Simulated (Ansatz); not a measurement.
# Geometry relaxation of GeH₃O₂F

System: GeH₃O₂F.
Method: RKS BHLYP-D4/def2-SVP (Ansatz 0.2.0).

It belongs to a series of runs on one base structure; here: start relaxed. Figures and captions count atoms from 1; the log counts them from 0 in places.

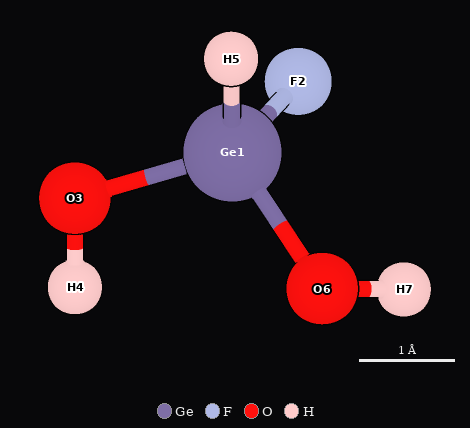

The input geometry (ball-and-stick view, seen at a tilt; atoms are numbered from 1 in the order of the input). Sticks mark near contacts. Bond lengths as drawn: F–Ge 1.68 Å, Ge–H 1.55 Å, Ge–O 1.77 Å and H–O 1.01 Å.

Input file:
```yaml
crystal:
  periodic: [false, false, false]
  atoms:
    - { symbol: Ge, position_ang: [0.0, 0.0, 0.0] }
    - { symbol: F, position_ang: [0.0, 0.0, 1.68] }
    - { symbol: O, position_ang: [1.6691, 0.0, -0.5894] }
    - { symbol: H, position_ang: [1.9855, -0.9521, -0.7061] }
    - { symbol: H, position_ang: [-0.73, 1.2648, -0.5162] }
    - { symbol: O, position_ang: [-0.8337, -1.4443, -0.5894] }
    - { symbol: H, position_ang: [-1.2883, -1.91, 0.183] }
basis:
  gaussian: { orbitals: def2-SVP }
hamiltonian:
  xc: { name: BHLYP }
  dispersion: d4
relax:
  f_tol: 0.02
  max_steps: 40
output:
  orbitals: {}
```

Hardware: 1 thread of Arm Neoverse V1, 24 GiB of memory available, shared host.

Launch command:
```bash
ansatz run input.yaml --threads 1 --pin off --max-ram 2048MiB --backend cpu --events-out ev --progress --plain --runs-dir out
```

The program's output:
```
The last accepted step is kept in [file] (removed where the run ends without a failure and the disk answers)
Engine: ansatz 0.2.0, aarch64-unknown-linux-gnu
Functional definition: BHLYP
  parameter a = 0.5
  exchange = (1 - a)*b88_x + a*exact_x
  correlation = lyp_c
916 factors; integrals over basis functions are off by at most 3.5e-4 eV
mean field evaluation 1: about -63357.2461 eV, gradient 6.3e1 eV
mean field evaluation 2: about -63354.2744 eV, gradient 7.6e1 eV
mean field evaluation 4: about -63363.8672 eV, gradient 2.2e0 eV
mean field evaluation 8: about -63363.9068 eV, gradient 1.2e-1 eV
mean field evaluation 16: about -63363.9068 eV, gradient 5.4e-5 eV
mean field -63363.90682666 eV, -2328.5806262812 hartree, gradient 5.4e-5 eV, S^2 0.000000; 0 other end points of the search recorded, 0 dependent functions left out
the calculation of the forces begins
reference -63363.90696200 eV, -2328.5806312547 hartree; 30, 30 occupied and 59, 59 virtual orbitals, 916 factors
relax step   1: F+E_penalty+E_count = -63364.04247742 eV  Δ(F+E_penalty+E_count) = +0.000e0 eV  max|allowed force component| = 2.580e0 eV/Å  Δτ_max = 0.0000 Å  (26 SCF iters, accepted)
these checks for a lower state are left out or cut short: starts, cluster_reference, orbital_swaps, neighbouring_geometries, increment
916 factors; integrals over basis functions are off by at most 3.5e-4 eV
mean field -63364.12657422 eV, -2328.5887018549 hartree, gradient 1.9e-5 eV, S^2 0.000000; 0 other end points of the search recorded, 0 dependent functions left out
the calculation of the forces begins
reference -63364.12670686 eV, -2328.5887067292 hartree; 30, 30 occupied and 59, 59 virtual orbitals, 916 factors
relax step   2: F+E_penalty+E_count = -63364.26263595 eV  Δ(F+E_penalty+E_count) = -2.202e-1 eV  max|allowed force component| = 1.080e0 eV/Å  Δτ_max = 0.0546 Å  (30 SCF iters, accepted)
these checks for a lower state are left out or cut short: starts, cluster_reference, orbital_swaps, neighbouring_geometries, increment
916 factors; integrals over basis functions are off by at most 3.5e-4 eV
mean field -63364.15719985 eV, -2328.5898273262 hartree, gradient 1.4e-5 eV, S^2 0.000000; 0 other end points of the search recorded, 0 dependent functions left out
the calculation of the forces begins
reference -63364.15733229 eV, -2328.5898321931 hartree; 30, 30 occupied and 59, 59 virtual orbitals, 916 factors
relax step   3: F+E_penalty+E_count = -63364.29329585 eV  Δ(F+E_penalty+E_count) = -3.066e-2 eV  max|allowed force component| = 2.516e-1 eV/Å  Δτ_max = 0.0267 Å  (31 SCF iters, accepted)
these checks for a lower state are left out or cut short: starts, cluster_reference, orbital_swaps, neighbouring_geometries, increment
916 factors; integrals over basis functions are off by at most 3.6e-4 eV
mean field evaluation 32: about -63364.1283 eV, gradient 1.8e-2 eV
mean field -63364.16130224 eV, -2328.5899780861 hartree, gradient 1.4e-5 eV, S^2 0.000000; 0 other end points of the search recorded, 0 dependent functions left out
the calculation of the forces begins
reference -63364.16143517 eV, -2328.5899829712 hartree; 30, 30 occupied and 59, 59 virtual orbitals, 916 factors
relax step   4: F+E_penalty+E_count = -63364.29757038 eV  Δ(F+E_penalty+E_count) = -4.275e-3 eV  max|allowed force component| = 1.945e-1 eV/Å  Δτ_max = 0.0443 Å  (31 SCF iters, accepted)
these checks for a lower state are left out or cut short: starts, cluster_reference, orbital_swaps, neighbouring_geometries, increment
916 factors; integrals over basis functions are off by at most 3.5e-4 eV
mean field -63364.16302462 eV, -2328.5900413823 hartree, gradient 1.4e-5 eV, S^2 0.000000; 0 other end points of the search recorded, 0 dependent functions left out
the calculation of the forces begins
reference -63364.16315754 eV, -2328.5900462671 hartree; 30, 30 occupied and 59, 59 virtual orbitals, 916 factors
relax step   5: F+E_penalty+E_count = -63364.29923755 eV  Δ(F+E_penalty+E_count) = -1.667e-3 eV  max|allowed force component| = 5.843e-2 eV/Å  Δτ_max = 0.0154 Å  (32 SCF iters, accepted)
these checks for a lower state are left out or cut short: starts, cluster_reference, orbital_swaps, neighbouring_geometries, increment
916 factors; integrals over basis functions are off by at most 3.5e-4 eV
mean field -63364.16376824 eV, -2328.5900687101 hartree, gradient 1.4e-5 eV, S^2 0.000000; 0 other end points of the search recorded, 0 dependent functions left out
the calculation of the forces begins
reference -63364.16390113 eV, -2328.5900735937 hartree; 30, 30 occupied and 59, 59 virtual orbitals, 916 factors
relax step   6: F+E_penalty+E_count = -63364.29997022 eV  Δ(F+E_penalty+E_count) = -7.327e-4 eV  max|allowed force component| = 6.114e-2 eV/Å  Δτ_max = 0.0164 Å  (32 SCF iters, accepted)
these checks for a lower state are left out or cut short: starts, cluster_reference, orbital_swaps, neighbouring_geometries, increment
916 factors; integrals over basis functions are off by at most 3.6e-4 eV
mean field -63364.16450452 eV, -2328.5900957679 hartree, gradient 1.5e-5 eV, S^2 0.000000; 0 other end points of the search recorded, 0 dependent functions left out
the calculation of the forces begins
reference -63364.16463741 eV, -2328.5901006514 hartree; 30, 30 occupied and 59, 59 virtual orbitals, 916 factors
relax step   7: F+E_penalty+E_count = -63364.30066682 eV  Δ(F+E_penalty+E_count) = -6.966e-4 eV  max|allowed force component| = 1.698e-1 eV/Å  Δτ_max = 0.0459 Å  (30 SCF iters, accepted)
these checks for a lower state are left out or cut short: starts, cluster_reference, orbital_swaps, neighbouring_geometries, increment
916 factors; integrals over basis functions are off by at most 3.6e-4 eV
mean field evaluation 64: about -63364.1648 eV, gradient 2.6e-5 eV
mean field -63364.16476688 eV, -2328.5901054095 hartree, gradient 2.6e-5 eV, S^2 0.000000; 0 other end points of the search recorded, 0 dependent functions left out
the calculation of the forces begins
reference -63364.16489976 eV, -2328.5901102924 hartree; 30, 30 occupied and 59, 59 virtual orbitals, 916 factors
relax step   8: F+E_penalty+E_count = -63364.30094146 eV  Δ(F+E_penalty+E_count) = -2.746e-4 eV  max|allowed force component| = 5.967e-2 eV/Å  Δτ_max = 0.0035 Å  (24 SCF iters, accepted)
these checks for a lower state are left out or cut short: starts, cluster_reference, orbital_swaps, neighbouring_geometries, increment
916 factors; integrals over basis functions are off by at most 3.6e-4 eV
mean field -63364.16487562 eV, -2328.5901094053 hartree, gradient 1.4e-5 eV, S^2 0.000000; 0 other end points of the search recorded, 0 dependent functions left out
the calculation of the forces begins
reference -63364.16500850 eV, -2328.5901142889 hartree; 30, 30 occupied and 59, 59 virtual orbitals, 916 factors
relax step   9: F+E_penalty+E_count = -63364.30104809 eV  Δ(F+E_penalty+E_count) = -1.066e-4 eV  max|allowed force component| = 1.269e-2 eV/Å  Δτ_max = 0.0087 Å  (32 SCF iters, accepted)
```

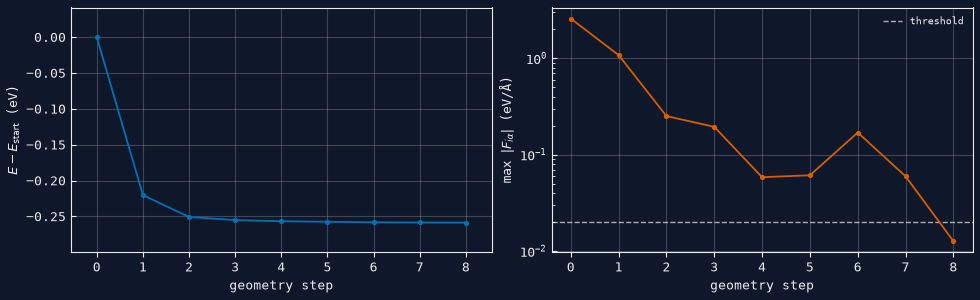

Progress of the relaxation, step by step (the first geometry is step 0 here and step 1 in the log).

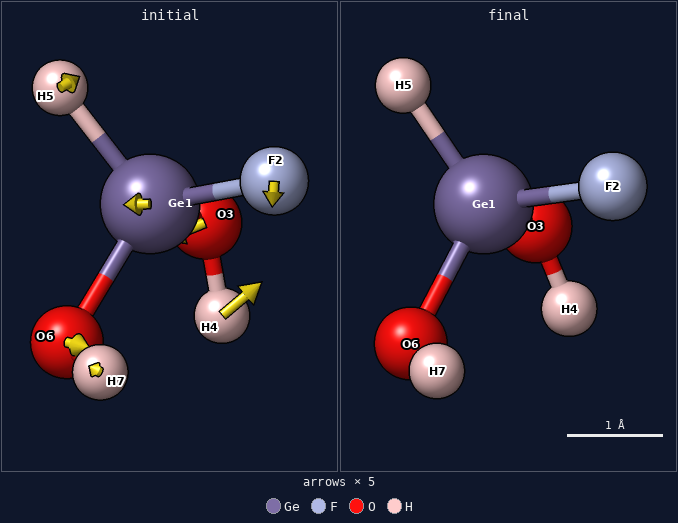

Before (left) and after (right) the relaxation, at one scale (ball-and-stick view, seen at an oblique angle). The yellow arrows give the displacements, magnified 5 times. Over 8 geometry steps the energy falls by 0.259 eV. The largest force component goes from 2.6 to 0.013 eV/Å. The atom that moves furthest after the best rigid fit is H4 (0.11 Å). Largest moves by element: H 0.11 Å, O 0.10 Å, Ge 0.06 Å, F 0.06 Å. Among the contacts that change: O3–H4 1.010 → 0.956 Å, Ge1–F2 1.680 → 1.727 Å, Ge1–H5 1.549 → 1.511 Å, Ge1–O3 1.770 → 1.737 Å. Among the angles that change: H5–Ge1–O6 109.5° → 115.8°, Ge1–O3–H4 109.5° → 115.2°, F2–Ge1–O6 109.5° → 104.1°. (Atoms are counted from 1 in the order of the input.)

```
916 factors; integrals over basis functions are off by at most 3.6e-4 eV
mean field -63364.16487562 eV, -2328.5901094053 hartree, gradient 1.4e-5 eV, S^2 0.000000; 1 other end points of the search recorded, 0 dependent functions left out
the calculation of the forces begins
reference -63364.16500850 eV, -2328.5901142889 hartree; 30, 30 occupied and 59, 59 virtual orbitals, 916 factors
Total energy: -63364.30118097 eV, -2328.5951185349 hartree
Atom 0 at    -0.018116     0.005680    -0.059719 Å, force     0.002420     0.004184     0.010184 eV/Å
Atom 1 at     0.003747    -0.055527     1.666023 Å, force     0.001553     0.001661    -0.008470 eV/Å
Atom 2 at     1.609602    -0.031215    -0.664917 Å, force    -0.004495     0.003516     0.000283 eV/Å
Atom 3 at     2.036665    -0.885279    -0.630070 Å, force     0.001738    -0.002775     0.000805 eV/Å
Atom 4 at    -0.682686     1.289725    -0.497102 Å, force     0.000873    -0.001383     0.001644 eV/Å
Atom 5 at    -0.830241    -1.468199    -0.527367 Å, force    -0.004804    -0.012692     0.000613 eV/Å
Atom 6 at    -1.316370    -1.896785     0.175054 Å, force     0.002714     0.007489    -0.005059 eV/Å
Dipole moment:    -0.159078    -0.180436    -0.046821 e Å
```

Trajectory as extended XYZ (Å, eV, eV/Å), 9 frames, from step=1 to step=9:
```
7
Properties=species:S:1:pos:R:3:forces:R:3 step=1 energy=-63364.04248
Ge    0.0000    0.0000    0.0000    0.0358   0.7454  -2.5799
F     0.0000    0.0000    1.6800   -0.0520  -0.2317   1.4359
O     1.6691    0.0000   -0.5894   -0.0324  -2.5472   0.0533
H     1.9855   -0.9521   -0.7061   -0.6240   2.3461   0.2430
H    -0.7300    1.2648   -0.5162    0.3850  -0.4106   0.3278
O    -0.8337   -1.4443   -0.5894   -0.7399  -0.8648   2.4976
H    -1.2883   -1.9100    0.1830    1.0275   0.9627  -1.9777
7
Properties=species:S:1:pos:R:3:forces:R:3 step=2 energy=-63364.26264
Ge   -0.0223    0.0295   -0.0389    0.3665  -0.1484  -1.0800
F    -0.0203   -0.0202    1.6630   -0.0923  -0.0671   0.7145
O     1.6449   -0.0319   -0.5905   -0.3270  -0.6472   0.0340
H     1.9428   -0.9482   -0.6945   -0.1091   0.6593   0.0546
H    -0.6989    1.3064   -0.4993    0.0635  -0.0865   0.0403
O    -0.8044   -1.4635   -0.5590   -0.1558   0.0662   0.8098
H    -1.2391   -1.9137    0.1810    0.2542   0.2236  -0.5732
7
Properties=species:S:1:pos:R:3:forces:R:3 step=3 energy=-63364.29330
Ge   -0.0146    0.0213   -0.0481    0.0744  -0.0818  -0.1581
F    -0.0359   -0.0344    1.6742   -0.0145  -0.0116   0.0721
O     1.6360   -0.0325   -0.6051   -0.2516   0.1059   0.0404
H     1.9565   -0.9254   -0.6962    0.1668  -0.1492  -0.0256
H    -0.6811    1.2951   -0.5038   -0.0111   0.0500  -0.0047
O    -0.8084   -1.4624   -0.5395    0.1550   0.2280  -0.0349
H    -1.2499   -1.9033    0.1804   -0.1189  -0.1412   0.1108
7
Properties=species:S:1:pos:R:3:forces:R:3 step=4 energy=-63364.29757
Ge   -0.0183    0.0215   -0.0488    0.0490  -0.1426   0.0083
F    -0.0384   -0.0382    1.6772    0.0137   0.0343  -0.0262
O     1.6247   -0.0396   -0.6168   -0.1090   0.1945  -0.0008
H     1.9989   -0.9126   -0.6964    0.0239  -0.1295   0.0282
H    -0.6751    1.3033   -0.5066    0.0216  -0.0144   0.0166
O    -0.8194   -1.4574   -0.5262   -0.0117   0.0204  -0.0205
H    -1.2700   -1.9187    0.1795    0.0126   0.0373  -0.0057
7
Properties=species:S:1:pos:R:3:forces:R:3 step=5 energy=-63364.29924
Ge   -0.0182    0.0126   -0.0509   -0.0240   0.0314   0.0397
F    -0.0282   -0.0345    1.6752    0.0034  -0.0170  -0.0133
O     1.6196   -0.0335   -0.6245    0.0584  -0.0501  -0.0442
H     2.0057   -0.9066   -0.6839   -0.0197   0.0457   0.0279
H    -0.6714    1.2975   -0.5021   -0.0113  -0.0039  -0.0025
O    -0.8248   -1.4606   -0.5290   -0.0099  -0.0248  -0.0002
H    -1.2801   -1.9165    0.1771    0.0031   0.0187  -0.0074
7
Properties=species:S:1:pos:R:3:forces:R:3 step=6 energy=-63364.29997
Ge   -0.0181    0.0114   -0.0531   -0.0117   0.0351   0.0203
F    -0.0190   -0.0402    1.6726    0.0002  -0.0130  -0.0033
O     1.6178   -0.0324   -0.6341    0.0440  -0.0611  -0.0319
H     2.0121   -0.9033   -0.6692   -0.0208   0.0573   0.0191
H    -0.6763    1.2948   -0.5013   -0.0029   0.0018   0.0003
O    -0.8274   -1.4606   -0.5298   -0.0050  -0.0270  -0.0038
H    -1.2865   -1.9113    0.1768   -0.0037   0.0070  -0.0007
7
Properties=species:S:1:pos:R:3:forces:R:3 step=7 energy=-63364.30067
Ge   -0.0190    0.0069   -0.0597   -0.0012   0.0146   0.0089
F     0.0023   -0.0544    1.6659   -0.0009  -0.0026  -0.0047
O     1.6100   -0.0299   -0.6621    0.0752  -0.1698   0.0028
H     2.0345   -0.8892   -0.6317   -0.0759   0.1626  -0.0051
H    -0.6814    1.2917   -0.4981   -0.0015  -0.0021   0.0021
O    -0.8345   -1.4647   -0.5289   -0.0061  -0.0204   0.0098
H    -1.3093   -1.9019    0.1764    0.0104   0.0176  -0.0138
7
Properties=species:S:1:pos:R:3:forces:R:3 step=8 energy=-63364.30094
Ge   -0.0185    0.0074   -0.0596    0.0026   0.0090   0.0115
F     0.0010   -0.0542    1.6661   -0.0001   0.0006  -0.0053
O     1.6109   -0.0309   -0.6607    0.0203  -0.0597  -0.0006
H     2.0315   -0.8898   -0.6336   -0.0219   0.0579  -0.0015
H    -0.6823    1.2915   -0.4978    0.0017  -0.0005   0.0011
O    -0.8316   -1.4654   -0.5287   -0.0037  -0.0148  -0.0008
H    -1.3085   -1.9002    0.1762    0.0012   0.0074  -0.0044
7
Properties=species:S:1:pos:R:3:forces:R:3 step=9 energy=-63364.30105
Ge   -0.0181    0.0057   -0.0597    0.0024   0.0042   0.0102
F     0.0037   -0.0555    1.6660    0.0016   0.0017  -0.0085
O     1.6096   -0.0312   -0.6649   -0.0045   0.0035   0.0003
H     2.0367   -0.8853   -0.6301    0.0017  -0.0028   0.0008
H    -0.6827    1.2897   -0.4971    0.0009  -0.0014   0.0016
O    -0.8302   -1.4682   -0.5274   -0.0048  -0.0127   0.0006
H    -1.3164   -1.8968    0.1751    0.0027   0.0075  -0.0051
```

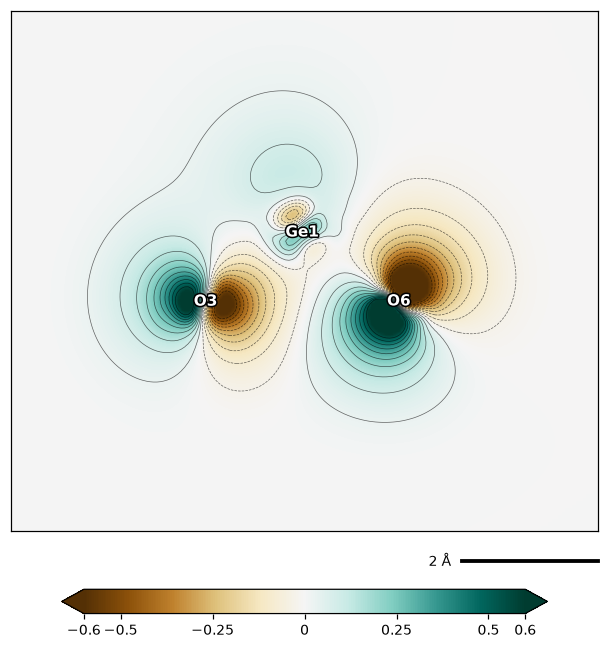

One frontier orbital on the plane of atoms O3, Ge1 and O6 (values in Å⁻³ᐟ²; the overall sign is arbitrary). The HOMO, at −10.86 eV.

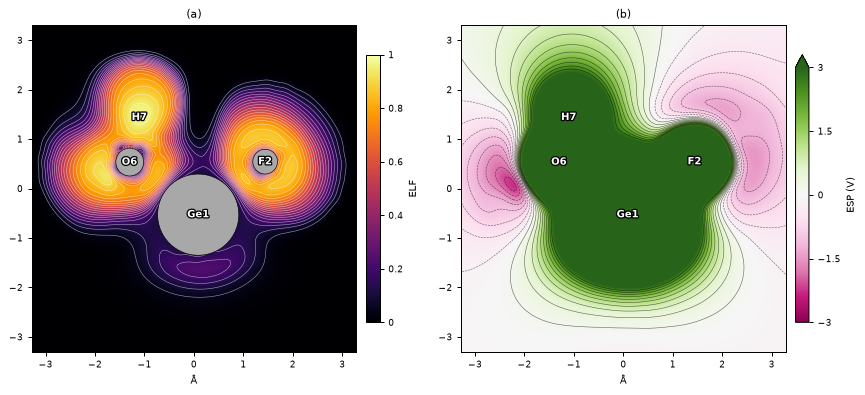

(a) electron localisation function; (b) molecular electrostatic potential on the plane of atoms F2, Ge1 and O6. Grey discs, where drawn, cover atomic cores. The section cuts through Ge, F, O and H sites. Ge–F (1.73 Å): the ELF peaks at about 0.85 in the valence shell of F, 0.5 Å from its nucleus, and is about 0.20 at the midpoint. Ge–O (1.75 Å): the ELF peaks at about 0.85 in the valence shell of O, 0.6 Å from its nucleus, and is about 0.35 at the midpoint.

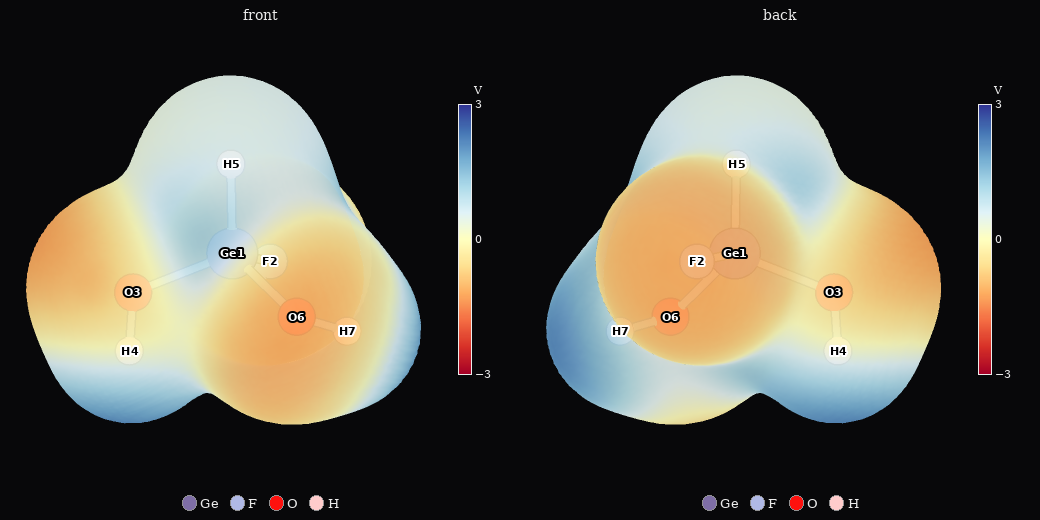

The electrostatic potential painted on the density surface at 0.001 e/bohr³, seen at a tilt and from behind; red is negative and blue positive.

Summary:

| quantity | value |
| --- | --- |
| outcome | converged |
| total energy | −63364.3012 eV |
| mean-field energy | −63364.1650 eV |
| largest force (length of the vector) at the end | 0.014 eV/Å |
| wall time | 36 s |
| peak memory | 0.18 GiB |
